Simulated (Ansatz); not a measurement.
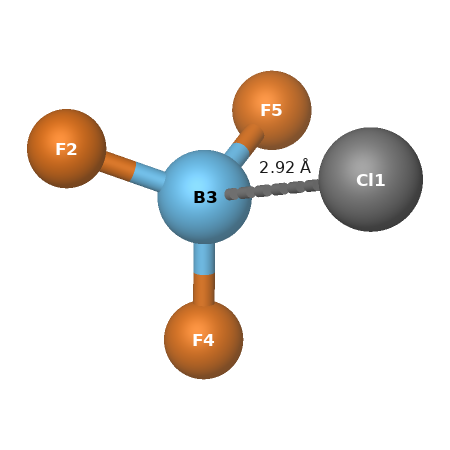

Two molecules or ions; the broken line marks their closest contact (measured against van der Waals radii). The species has charge −1 and is a spin singlet. Geometry: a pair of rigid molecules at a changed separation. Program: Ansatz 0.2.0.

**Which two species are they?**

Cl and BF3 (`FB(F)F.[Cl-]`).

Give the counterpoise-corrected interaction energy (kJ/mol, monomers kept as in the pair) with RHF-CCSD(T) (frozen core)/def2-TZVPPD; ωB97M-V/def2-TZVPPD.

```json
{"level": "RHF-CCSD(T) (frozen core)/def2-TZVPPD", "interaction energy (kJ/mol)": "−152.5"}
{"level": "ωB97M-V/def2-TZVPPD", "interaction energy (kJ/mol)": "−156.1"}
```
